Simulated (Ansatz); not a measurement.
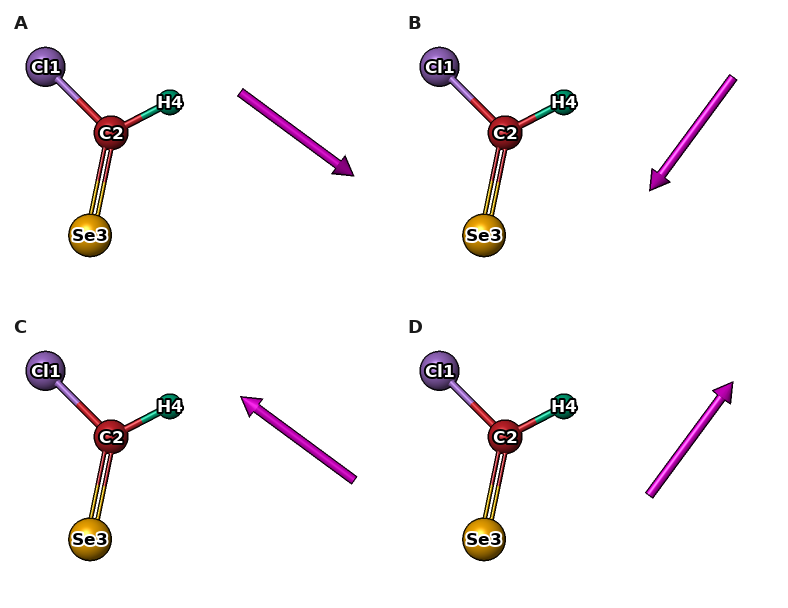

The same molecule four times, each with an arrow. Computed geometry: PBE0-D4/def2-TZVP optimisation. Level of theory: RKS PBE-D4/def2-TZVPP (Ansatz 0.2.0).

Which arrow points along the dipole moment, from the negative to the positive end?

Answer. D. The dipole moment is 1.08 D; it points from the side of Se3 to the side of H4 (the outermost atoms at the two ends).
